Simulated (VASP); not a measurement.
Band structure of BaO (rock salt). All values below come from PBE GGA, VASP's PBE PAW potentials (set 64) (plane waves; VASP).

Unless said otherwise, spin-orbit coupling is left out, though it shifts the bands of the heavy elements here.

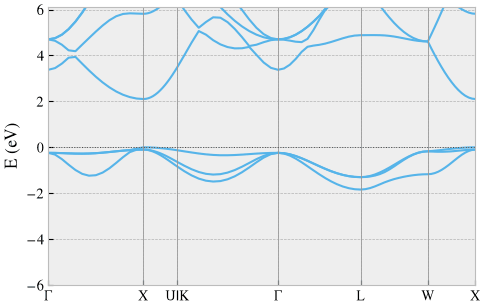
Bands along high-symmetry lines, zero at the valence-band maximum or, without a gap, the Fermi level

Problem. Read the plot: is there a gap, and where are the band edges?

Solution. The gap is direct, 2.10 eV, from the valence maximum at X to the conduction minimum at X. (Edges off the drawn lines would not show.)

Measured: gap 4.40 eV (computed value off by -2.30 eV), as given by Abedi et al., (2022), arXiv:2211.14644.

The compound is BaO in the rock salt structure. It was relaxed first.
